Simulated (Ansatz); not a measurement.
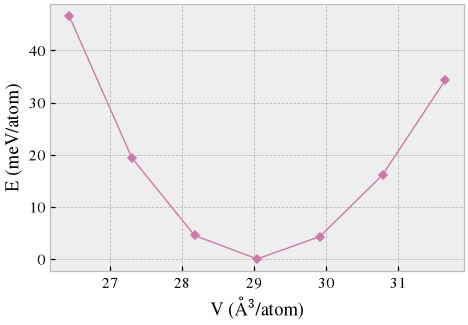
TePb$_{2}$S in space group P4/mmm (No. 123; Te on 1c, Pb on 1a, Pb on 1d, S on 1b) under volume change, LDA in the plane-wave PAW code Ansatz, shape and atoms relaxed at each volume.

### Question
What does a third-order Birch–Murnaghan fit give for V₀, B₀ and B′?

### Answer
V₀ = 29.03 Å³/atom, B₀ = 54.1 GPa, B′ = 4.5.

The first step of the workflow began from a Materials Project structure, measured or hypothetical; the Crystallography Open Database copy checked does not list it. With Te and S taken as one species the cell has the higher symmetry Fm-3m, so it may be an ordered model of a mixed-site phase. Whether it is the stable phase at ambient conditions was not checked. The cell was relaxed with LDA under the symmetry of its start. At this level the phase is dynamically unstable (imaginary phonons). Spin–orbit coupling is left out wherever it is not named.

Potentials: the later of the program's two PAW sets.
